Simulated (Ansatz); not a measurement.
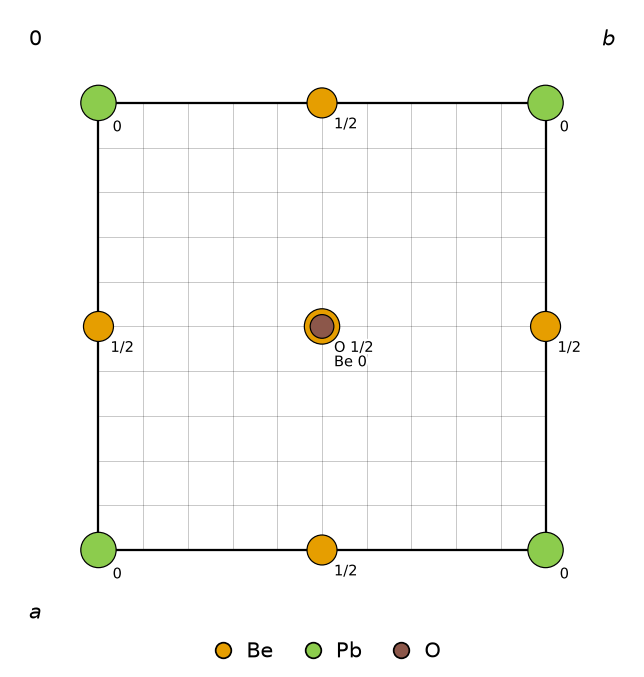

Plan of a unit cell projected along c (a down the page, b across); the numbers are heights as fractions of c, and atoms on the cell's edges are repeated. The grid marks tenths of a and b. Source: coordinates from a relaxation with DFT PBE, scalar-relativistic, plane waves, PAW (Ansatz 0.2.0); the starting structure was generated, so it need not be a known form of this composition. Geometry calculated from the standardised cell; symmetry tolerance 0.002 Å.

a = 3.875 Å, b = 3.875 Å, c = 3.875 Å, α = 90.00°, β = 90.00°, γ = 90.00°.

### What does the cell contain?

3 Be, 1 Pb, 1 O: Be3PbO, Z = 1.

### Which space group?

Pm-3m, No. 221, primitive cubic.

### Give the independent sites, coordinates to two places.

```tsv
atom	site	symmetry	x	y	z
Be	3c	4/mm.m	0.00	0.50	0.50
Pb	1a	m-3m	0.00	0.00	0.00
O	1b	m-3m	0.50	0.50	0.50
```
